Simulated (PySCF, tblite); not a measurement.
**Al2F6, a small molecule taken as a stand-in for a surface group (aluminium fluoride dimer): NMR shifts, core binding energies and electronic excitations**

What NMR shifts, core binding energies and electronic excitations should one expect for `[F][Al-]1([F])[F+][Al-]([F])([F])[F+]1`?

Computed with tblite 0.8.0 and PySCF 2.14.0; each step states its level. No surroundings beyond the atoms listed, unless a continuum is named. Atoms count from 0, parts from 1.

## (1) Starting point

8 atoms, charge 0, multiplicity 1; geometry: distance geometry start.

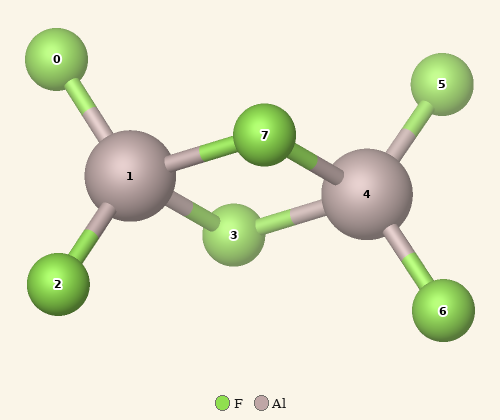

The starting geometry (fluorine green, aluminium light grey), atoms numbered.

## (2) Geometry optimisation with GFN2-xTB

The job: settings as JSON, then the geometry in Å.

```
{"job": {"kind": "relax", "xc": "GFN2-xTB", "basis": "xTB"}, "charge": 0, "multiplicity": 1}
F     -1.078540     2.228692    -0.689496
Al    -0.470243     1.236415     0.602637
F     -0.568654     1.767147     2.273505
F     -0.973218    -0.523344     0.416103
Al     0.645775    -1.268856     0.033853
F      0.782442    -1.815778    -1.651594
F      1.266511    -2.286648     1.312979
F      1.152142     0.480949     0.213041
```

Level: GFN2-xTB geometry optimisation, gas phase.

Started as:

```
OMP_NUM_THREADS=1 python cluster_run.py task.json out
```

The driver reads the jobs from task.json and runs them one after another.

What it wrote:

```text
step      E/eV     max force
  0    -844.48788    2.789
  1    -844.92537    2.061
  2    -845.15896    2.008
  3    -845.24012    0.605
  4    -845.26552    0.506
  5    -845.31042    0.477
  6    -845.31691    0.351
  7    -845.34070    0.206
  8    -845.35364    0.196
  9    -845.35995    0.218
 10    -845.36579    0.189
 11    -845.37679    0.359
 12    -845.38779    0.366
 13    -845.39290    0.177
 14    -845.39370    0.042
 15    -845.39378    0.029
 16    -845.39381    0.019
 17    -845.39384    0.014
 18    -845.39386    0.015
 19    -845.39388    0.016
 20    -845.39389    0.013
 21    -845.39391    0.007
```

Run time: 0.23 s. Hardware: 1 thread of Intel Xeon 6975P-C, shared host.

Along the way:

```tsv
step	energy from step 0 (eV)	largest force (eV/Å)
0	0.0000	2.7893
1	-0.4375	2.0608
2	-0.6711	2.0078
3	-0.7522	0.6050
4	-0.7776	0.5055
5	-0.8225	0.4775
6	-0.8290	0.3508
7	-0.8528	0.2060
8	-0.8658	0.1966
9	-0.8721	0.2180
10	-0.8779	0.1885
11	-0.8889	0.3597
12	-0.8999	0.3667
13	-0.9050	0.1766
14	-0.9058	0.0430
15	-0.9059	0.0291
16	-0.9059	0.0193
17	-0.9060	0.0139
18	-0.9060	0.0145
19	-0.9060	0.0158
20	-0.9060	0.0124
21	-0.9060	0.0081
```

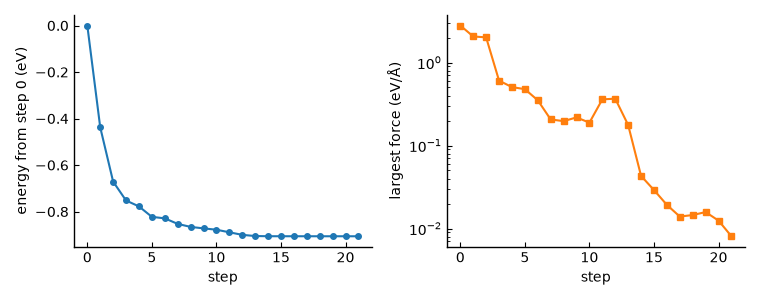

Energy and largest force along the relaxation.

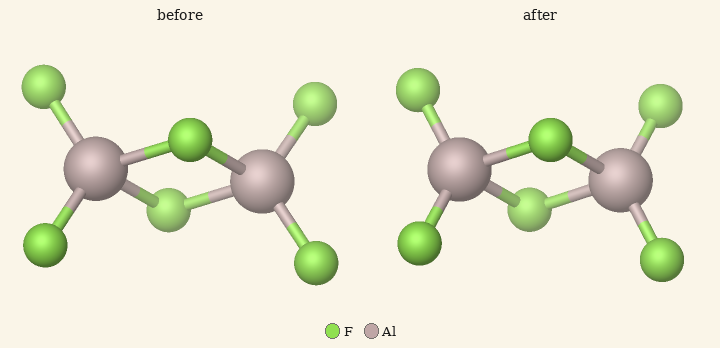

The geometry before (left) and after (right).

Distances of close pairs at the start and the end, largest changes first:

```tsv
bond	before (Å)	after (Å)	change (Å)
Al4–F5	1.777	1.622	-0.155
Al1–F2	1.756	1.622	-0.134
Al4–F6	1.749	1.622	-0.127
F0–Al1	1.739	1.622	-0.117
Al1–Al4	2.801	2.707	-0.094
Al1–F3	1.840	1.792	-0.048
Al1–F7	1.832	1.792	-0.040
Al4–F7	1.830	1.792	-0.039
```

## (3) Geometry optimisation at PBE0-D3(BJ)/def2-SVP

The job: settings as JSON, then the geometry in Å.

```
{"job": {"xc": "PBE0", "basis": "def2-SVP", "d3": "d3bj", "grid": 2, "kind": "geom", "shake": 0.01}, "charge": 0, "multiplicity": 1}
F     -1.048998     2.013297    -1.002474
Al    -0.552775     1.200385     0.281008
F     -0.598479     1.585748     1.850612
F     -1.022432    -0.500930     0.094823
Al     0.544585    -1.211937    -0.293843
F      0.581070    -1.579521    -1.862169
F      1.071050    -2.043590     1.007995
F      1.072054     0.507995    -0.103852
```

What it wrote:

```text
step   0  E = -1083.01210408  max force = 0.024599
step   1  E = -1083.01729707  max force = 0.005101
step   2  E = -1083.01753248  max force = 0.002965
step   3  E = -1083.01762199  max force = 0.000749
step   4  E = -1083.01762497  max force = 0.000339
optimisation converged
```

It took 27 s on 1 thread of Intel Xeon 6975P-C, shared host; peak memory 0.59 GiB.

Step by step:

```tsv
step	energy from step 0 (eV)	largest force component (eV/Å)
0	0.0000	1.2649
1	-0.1413	0.2623
2	-0.1477	0.1525
3	-0.1501	0.0385
4	-0.1502	0.0174
```

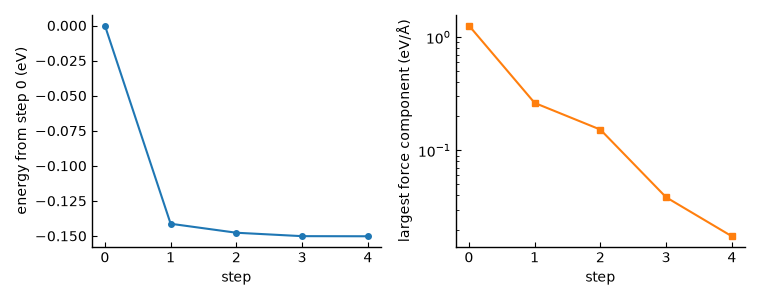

Energy and largest force along the relaxation.

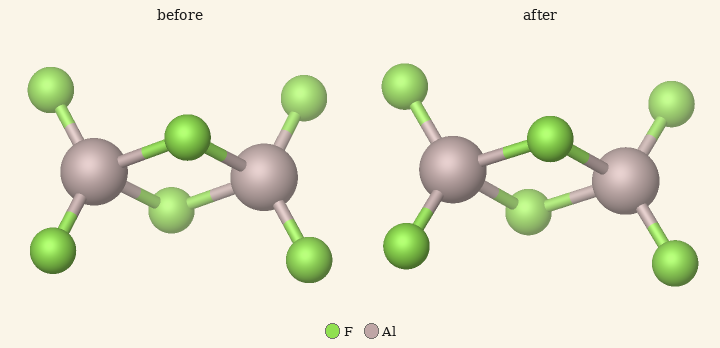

Before and after, at one scale.

Close pairs (by a distance rule), those that changed most:

```tsv
bond	before (Å)	after (Å)	change (Å)
Al1–Al4	2.712	2.769	+0.057
F3–Al4	1.764	1.812	+0.048
F0–Al1	1.598	1.643	+0.045
Al1–F3	1.775	1.813	+0.038
Al4–F5	1.611	1.643	+0.031
Al1–F2	1.617	1.643	+0.026
Al4–F6	1.632	1.643	+0.011
Al1–F7	1.808	1.813	+0.005
```

The end geometry stands in the next job.

```tsv
at the end point	value
point group (found at 0.08 Å tolerance)	D2h
rotational constants (GHz, main isotopes)	2.370, 1.001, 0.823
dipole moment (D)	0.03
```

## (4) NMR shieldings: PBE0/pcSseg-2

The job: settings as JSON, then the geometry in Å.

```
{"job": {"kind": "nmr", "xc": "PBE0", "basis": "pcSseg-2"}, "charge": 0, "multiplicity": 1}
F     -1.054115     2.138195    -1.022974
Al    -0.536698     1.247487     0.256693
F     -0.584807     1.733547     1.824908
F     -1.083733    -0.474701     0.107829
Al     0.502778    -1.263081    -0.273909
F      0.544033    -1.737907    -1.845832
F      1.029602    -2.168950     0.991644
F      1.052208     0.457847    -0.115617
```

Level: GIAO PBE0/pcSseg-2 NMR shielding, non-relativistic, gas phase.

What it wrote:

```text
coarse grid: 9768 points
cycle   1  E = -1083.6931765237  dE =  5.192e-01  |g| = 1.304e+00  |ddm| = 2.463e+00
cycle   2  E = -1083.3378051189  dE =  3.554e-01  |g| = 2.064e+00  |ddm| = 1.376e+00
cycle   3  E = -1083.9489719099  dE = -6.112e-01  |g| = 1.198e-01  |ddm| = 8.492e-01
cycle   4  E = -1083.9506164173  dE = -1.645e-03  |g| = 5.330e-02  |ddm| = 5.733e-02
cycle   5  E = -1083.9509918601  dE = -3.754e-04  |g| = 5.033e-03  |ddm| = 1.768e-02
cycle   6  E = -1083.9509942424  dE = -2.382e-06  |g| = 7.360e-04  |ddm| = 1.836e-03
final grid: 93408 points
cycle   7  E = -1083.9484880527  dE = -1.111e-04  |g| = 4.187e-03  |ddm| = 1.397e-02
cycle   8  E = -1083.9484872268  dE =  8.259e-07  |g| = 4.627e-03  |ddm| = 2.637e-03
cycle   9  E = -1083.9484900188  dE = -2.792e-06  |g| = 7.023e-04  |ddm| = 1.636e-03
cycle  10  E = -1083.9484900787  dE = -5.991e-08  |g| = 1.640e-04  |ddm| = 2.594e-04
cycle  11  E = -1083.9484900812  dE = -2.510e-09  |g| = 9.112e-05  |ddm| = 8.927e-05
cycle  12  E = -1083.9484900823  dE = -1.125e-09  |g| = 3.924e-06  |ddm| = 3.177e-05
cycle  13  E = -1083.9484900823  dE = -1.137e-12  |g| = 9.334e-07  |ddm| = 2.365e-06
converged SCF energy = -1083.9484900823

GIAO shielding tensors (ppm)
atom      isotropic    diamagn.    paramagn.     s11        s22        s33       span
  0 F      391.196     465.063     -73.867    356.143    359.438    458.007    101.864
  1 Al     525.732     791.695    -265.964    460.435    507.497    609.263    148.829
  2 F      391.142     465.076     -73.934    356.132    359.451    457.841    101.709
  3 F      356.881     467.904    -111.024    321.553    365.330    383.759     62.206
  4 Al     525.759     791.690    -265.931    460.587    507.955    608.736    148.149
  5 F      391.035     465.065     -74.030    356.067    359.406    457.632    101.565
  6 F      391.321     465.089     -73.768    356.335    359.421    458.206    101.871
  7 F      356.858     467.931    -111.073    321.533    365.287    383.755     62.222
```

Wall time 32 s (1 thread of Intel Xeon 6975P-C, shared host); peak memory 1.2 GiB.

The references, computed at this level on geometries of the same kind, shield at (ppm): 19F CFCl3 175.8, 27Al AlH4- 485.2. Their shielding less the atom's gives the shift. The references are single molecules in the gas phase, so shifts against H2O, NH3, PH3, H3PO4 or CFCl3 are not on the usual liquid scales and can be off by tens of ppm. Shifts against hydride references such as AlH4− lie on their own scale. Atoms listed in one row are averaged.

```tsv
atoms	environment	σ (ppm)	δ (ppm)
F3, F7	fluorine bonded to 2 Al, in a 4-membered ring	356.9	-181.1
F0, F2, F5, F6	fluorine bonded to Al	391.2	-215.4
Al1, Al4		525.7	-40.5
```

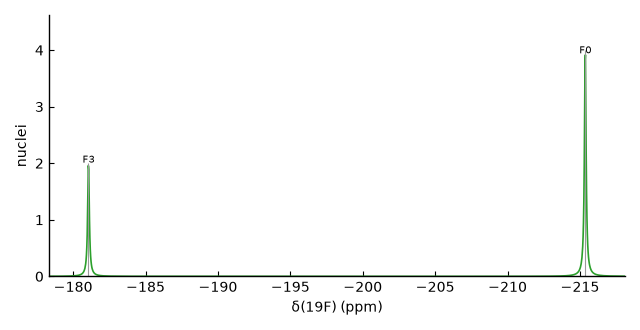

19F lines at the computed shifts, without couplings. Lines are broadened to a width of 0.14 ppm (Lorentzian).

Charges from the same density, by scheme (e):

```tsv
atoms	Mulliken	IAO	Hirshfeld	ESP fit
F0, F2, F5, F6	-0.48	-0.57	-0.29	-0.47
Al1, Al4	1.40	1.64	0.73	1.36
F3, F7	-0.44	-0.51	-0.15	-0.41
```

Mulliken charges:

```tsv
atom	value (e)
F0	-0.48
Al1	1.40
F2	-0.48
F3	-0.44
Al4	1.40
F5	-0.48
F6	-0.48
F7	-0.44
```

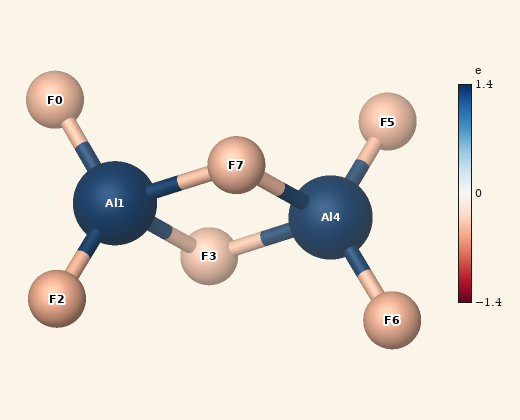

Mulliken charges, as colours on the atoms.

Mayer bond orders: F0–Al1 0.90, Al1–F2 0.90, Al1–F3 0.48, F3–Al4 0.48, Al4–F5 0.90, Al4–F6 0.90, Al4–F7 0.48, F7–Al1 0.48.

## (5) X-ray photoelectron lines: SCAN, X2C

The job, as its differences from that of step 4:

```diff
@@ -1,2 +1,2 @@
-{"job": {"kind": "nmr", "xc": "PBE0", "basis": "pcSseg-2"}, "charge": 0, "multiplicity": 1}
+{"job": {"kind": "xps", "holes": 5}, "charge": 0, "multiplicity": 1}
 F     -1.054115     2.138195    -1.022974
```

With the program's defaults for keys left out, this is: delta-SCF UKS SCAN, pcX-2 on the ionised atom, pcseg-1 elsewhere, spin-free X2C.

What it wrote:

```text
ground state, core basis on atom 3 (F), 151 functions
  cycle   1  E = -1085.27759212  |g| = 1.26e+00
  cycle   2  E = -1084.66727832  |g| = 2.35e+00
  cycle   3  E = -1085.52254448  |g| = 1.76e-01
  cycle   4  E = -1085.52647522  |g| = 6.92e-02
  cycle   5  E = -1085.52712794  |g| = 3.43e-03
  cycle   6  E = -1085.52713218  |g| = 3.44e-03
  cycle   7  E = -1085.52712740  |g| = 1.18e-03
  cycle   8  E = -1085.52713147  |g| = 7.72e-05
  E(ground) = -1085.56106057 Eh
hole in F 1s of atom 3
  cycle   1  E = -1059.08646727  |g| = 2.58e+00
  cycle   2  E = -1059.09126738  |g| = 2.09e+00
  cycle   3  E = -1059.90843657  |g| = 4.23e-01
  cycle   4  E = -1059.91070084  |g| = 3.93e-01
  cycle   5  E = -1059.95991889  |g| = 3.20e-02
  cycle   6  E = -1059.95995697  |g| = 3.08e-02
  cycle   7  E = -1059.96025425  |g| = 2.48e-03
  cycle   8  E = -1059.96025569  |g| = 5.93e-04
  cycle   9  E = -1059.96025567  |g| = 3.58e-04
  E(ion) = -1060.00350518 Eh   <S^2> = 0.7564   hole on atom = 1.000   binding energy = 695.457 eV
ground state, core basis on atom 4 (Al), 162 functions
  cycle   1  E = -1085.57039036  |g| = 2.82e-01
  cycle   2  E = -1085.56591190  |g| = 2.31e-01
  cycle   3  E = -1085.57152049  |g| = 1.20e-01
  cycle   4  E = -1085.57364794  |g| = 1.94e-02
  cycle   5  E = -1085.57368956  |g| = 6.51e-03
  cycle   6  E = -1085.57369353  |g| = 3.14e-04
  E(ground) = -1085.56895597 Eh
hole in Al 2p of atom 4
  cycle   1  E = -1082.23776883  |g| = 1.08e+00
  cycle   2  E = -1082.26957416  |g| = 8.97e-01
  cycle   3  E = -1082.41436632  |g| = 4.32e-01
  cycle   4  E = -1082.47343101  |g| = 5.95e-02
  cycle   5  E = -1082.47386123  |g| = 3.87e-02
  cycle   6  E = -1082.47426239  |g| = 1.67e-02
  cycle   7  E = -1082.47435255  |g| = 2.09e-03
  cycle   8  E = -1082.47435375  |g| = 1.32e-03
  cycle   9  E = -1082.47435462  |g| = 1.40e-04
  E(ion) = -1082.47908753 Eh   <S^2> = 0.7514   hole on atom = 1.004   binding energy = 84.080 eV
  2p3/2 = 84.071 eV   2p1/2 = 84.538 eV
ground state, core basis on atom 5 (F), 151 functions
  cycle   1  E = -1085.52721808  |g| = 1.23e-01
  cycle   2  E = -1085.52658745  |g| = 8.41e-02
  cycle   3  E = -1085.52684516  |g| = 7.09e-02
  cycle   4  E = -1085.52752301  |g| = 1.46e-03
  cycle   5  E = -1085.52752424  |g| = 6.41e-04
  cycle   6  E = -1085.52752477  |g| = 1.44e-04
  E(ground) = -1085.56335418 Eh
hole in F 1s of atom 5
  cycle   1  E = -1059.17542857  |g| = 2.58e+00
  cycle   2  E = -1059.27251698  |g| = 2.04e+00
  cycle   3  E = -1060.03175370  |g| = 2.78e-01
  cycle   4  E = -1060.02408370  |g| = 2.83e-01
  cycle   5  E = -1060.04996663  |g| = 2.87e-02
  cycle   6  E = -1060.05008484  |g| = 2.27e-02
  cycle   7  E = -1060.05024087  |g| = 2.60e-03
  cycle   8  E = -1060.05024156  |g| = 9.45e-04
  cycle   9  E = -1060.05024256  |g| = 7.49e-04
  cycle  10  E = -1060.05024165  |g| = 9.35e-05
  E(ion) = -1060.09456757 Eh   <S^2> = 0.7564   hole on atom = 1.000   binding energy = 693.041 eV
```

It took 11 s on 1 thread of Intel Xeon 6975P-C, shared host; peak memory 0.53 GiB.

The holes in one table. −ε is the ground-state orbital energy:

```tsv
hole	stands for	environment	ΔSCF (eV; 2p as the shell's mean)	−ε (eV)	⟨S²⟩
F1s on F3	F3, F7	fluorine bonded to 2 Al, in a 4-membered ring	695.46	669.1	0.756
Al2p on Al4	Al1, Al4		84.23	73.2	0.751
F1s on F5	F0, F2, F5, F6	fluorine bonded to Al	693.04	666.6	0.756
```

Each hole run stands for the others of its class of like atoms.

With the spin-orbit splitting: Al4 2p3/2 84.07, 2p1/2 84.54 eV. The table gives each 2p level as the mean over the whole 2p shell (two parts 2p3/2, one part 2p1/2), which differs a little from the single hole in the log.

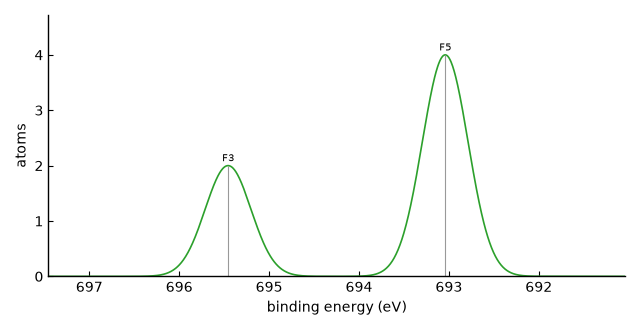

The F1s photoelectron lines, weighted by the number of atoms. Lines are broadened to a width of 0.60 eV (Gaussian).

## (6) Ultraviolet spectrum: CAM-B3LYP/def2-SVPD

The job, as its differences from that of step 5:

```diff
@@ -1,2 +1,2 @@
-{"job": {"kind": "xps", "holes": 5}, "charge": 0, "multiplicity": 1}
+{"job": {"kind": "uv", "xc": "CAM-B3LYP", "basis": "def2-SVPD", "nstates": 6, "ntriplets": 2, "ip": true}, "charge": 0, "multiplicity": 1}
 F     -1.054115     2.138195    -1.022974
```

Method: TDDFT CAM-B3LYP/def2-SVPD, vertical, gas phase, core orbitals frozen in the response.

What it wrote:

```text
coarse grid: 9768 points
cycle   1  E = -1083.3940430352  dE =  4.056e-01  |g| = 1.151e+00  |ddm| = 3.404e+00
cycle   2  E = -1083.2617941273  dE =  1.322e-01  |g| = 1.542e+00  |ddm| = 2.096e+00
cycle   3  E = -1083.6256280542  dE = -3.638e-01  |g| = 7.998e-02  |ddm| = 1.064e+00
cycle   4  E = -1083.6264116861  dE = -7.836e-04  |g| = 4.305e-02  |ddm| = 9.294e-02
cycle   5  E = -1083.6266955201  dE = -2.838e-04  |g| = 6.667e-03  |ddm| = 3.157e-02
cycle   6  E = -1083.6267043414  dE = -8.821e-06  |g| = 4.750e-04  |ddm| = 5.882e-03
final grid: 93408 points
cycle   7  E = -1083.7597202940  dE = -2.060e-05  |g| = 4.119e-03  |ddm| = 2.017e-02
cycle   8  E = -1083.7597190683  dE =  1.226e-06  |g| = 5.146e-03  |ddm| = 5.872e-03
cycle   9  E = -1083.7597230554  dE = -3.987e-06  |g| = 2.376e-04  |ddm| = 3.212e-03
cycle  10  E = -1083.7597230695  dE = -1.410e-08  |g| = 5.169e-05  |ddm| = 2.771e-04
cycle  11  E = -1083.7597230706  dE = -1.060e-09  |g| = 1.567e-05  |ddm| = 1.212e-04
cycle  12  E = -1083.7597230706  dE = -3.615e-11  |g| = 6.919e-06  |ddm| = 1.531e-05
converged SCF energy = -1083.7597230706

Static polarisability (au): isotropic 38.170, principal 34.463 38.730 41.316

Singlet excitations
state   eV       nm        f      main configurations
  1   9.5065    130.4   0.02592   H->L 0.78, H-1->L+1 0.14
  2   9.5414    129.9   0.00005   H-1->L 0.76, H->L+1 0.15
  3   9.6315    128.7   0.00000   H-2->L 0.77, H-3->L+1 0.15
  4   9.6970    127.9   0.00000   H-3->L 0.74, H-2->L+1 0.17
  5   9.9333    124.8   0.00000   H-4->L 0.80, H-6->L+1 0.13
  6  10.0255    123.7   0.20706   H-5->L 0.77, H-7->L+1 0.15

Triplet excitations (Tamm-Dancoff, eV): 9.1973 9.2302
Vertical ionisation energy (delta-SCF) = 14.8609 eV
Vertical electron affinity (delta-SCF) = 0.1151 eV
```

Wall time 84 s (1 thread of Intel Xeon 6975P-C, shared host); peak memory 0.99 GiB.

Frontier orbitals and where they lie:

```tsv
orbital	eV	atoms
HOMO−3	-14.00	F0 26 %, F2 26 %, F5 22 %
HOMO−2	-13.91	F5 26 %, F6 24 %, F2 21 %
HOMO−1	-13.81	F0 29 %, F2 29 %, F5 20 %
HOMO	-13.76	F5 29 %, F6 27 %, F2 19 %
LUMO	-0.79	Al1 36 %, Al4 35 %, F3 6 %
LUMO+1	0.36	Al4 32 %, Al1 32 %, F3 6 %
LUMO+2	1.12	Al1 18 %, Al4 18 %, F7 16 %
```

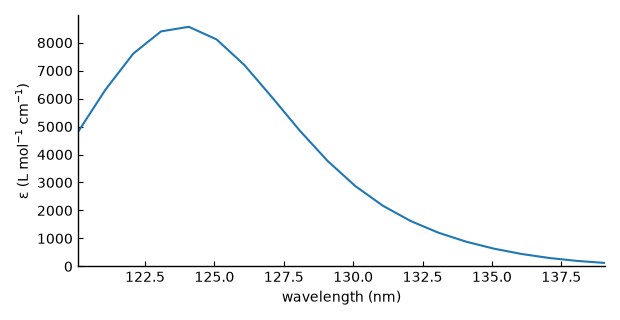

Absorption spectrum: each of the 6 states is a Gaussian band of 0.4 eV half-width at 1/e. Beyond the last state computed it falls off for lack of states.

Further results of this job:

```tsv
property	computed
dipole moment (D)	0.03
polarisability (Å³)	5.66
HOMO–LUMO gap (eV)	12.96
−ε(HOMO) (eV)	13.76
```

## (7) Outcome

| quantity | value |
| --- | --- |
| point group | D2h |
| rotational constants (main isotopes) | 2.37, 1.00, 0.82 GHz |
| 19F shifts against CFCl3 (PBE0/pcSseg-2, means over atoms taken as alike) | -181.1, -215.4 ppm |
| 27Al shifts against AlH4- (PBE0/pcSseg-2, means over atoms taken as alike) | -40.5 ppm |
| F1s binding energies, SCAN/pcX-2 | F3 695.46, F5 693.04 eV |
| Al2p binding energies, SCAN/pcX-2 | Al4 84.23 eV |
| lowest singlet (CAM-B3LYP/def2-SVPD) | 9.51 eV (130 nm), f = 0.026 |
| brightest single state of those computed | state 6, 10.03 eV, f = 0.207 |
| lowest triplet | 9.20 eV |
| vertical ionisation energy (ΔSCF) | 14.86 eV |
| vertical electron affinity (ΔSCF) | 0.12 eV |

In words: The start of the PBE0/def2-SVP relaxation was shaken at random by about 0.01 Å, so part of the energy gained, and of the first lengths quoted, undoes that. Over 4 steps the energy fell by 0.150 eV; of the close pairs, Al1–Al4 changed most, 2.712 to 2.769 Å (PBE0/def2-SVP). At PBE0/pcSseg-2: Shielding is most anisotropic at Al1, Al4 (span 148 ppm, paramagnetic term -266 ppm). At SCAN/pcX-2: The F1s levels kept as sound span 2.42 eV, from F5 (fluorine bonded to Al) up to F3 (fluorine bonded to 2 Al, in a 4-membered ring). The lowest singlet, at 9.51 eV, is HOMO→LUMO 0.78, HOMO−1→LUMO+1 0.14 and is weak; of the 6 states computed, the strongest absorption comes from state 6 at 10.03 eV (the last computed, so partners may be missing). The lowest triplet lies 0.31 eV below the lowest singlet (triplets in Tamm-Dancoff, singlets in full TDDFT). ΔSCF puts the ionisation energy at 14.86 eV, 1.10 eV above −ε(HOMO).
